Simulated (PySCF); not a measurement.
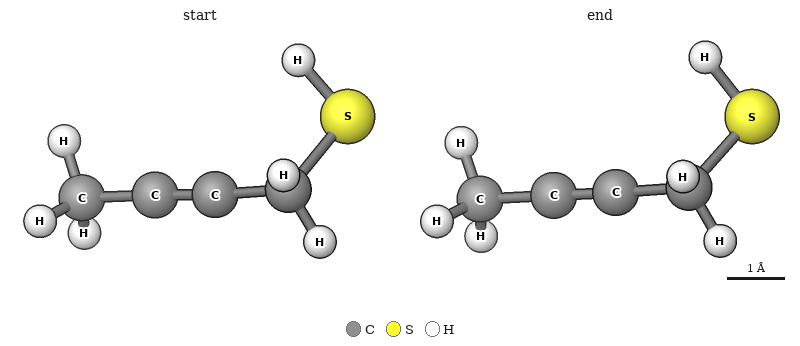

The structure of C4H6S before (left) and after (right) a relaxation, at one scale.

Style: ball-and-stick. Shown at a tilt.

The start comes from GFN2-xTB.

All numbers below come from PBE0-D3(BJ)/def2-SVP geometry optimisation, gas phase (PySCF). 

Q: Describe what moved and what it gained.

A: After 3 geometry steps the energy has fallen by 4.87 kJ/mol. The largest force component goes from 0.97 to 0.021 eV/Å. The largest move after the best rigid fit is that of an H atom, 0.15 Å. By element the largest moves are H 0.15 Å, S 0.09 Å, C 0.06 Å. Among the contacts that change: H–S 1.331 → 1.349 Å, C–S 1.847 → 1.832 Å, C–C 1.200 → 1.213 Å, C–C 1.439 → 1.451 Å. Bond angles that change, for instance: H–C–H 109.8° → 106.7°, C–C–S 111.7° → 114.4°, C–C–C 176.2° → 178.5°. The run took about 13 core-seconds on a shared host.
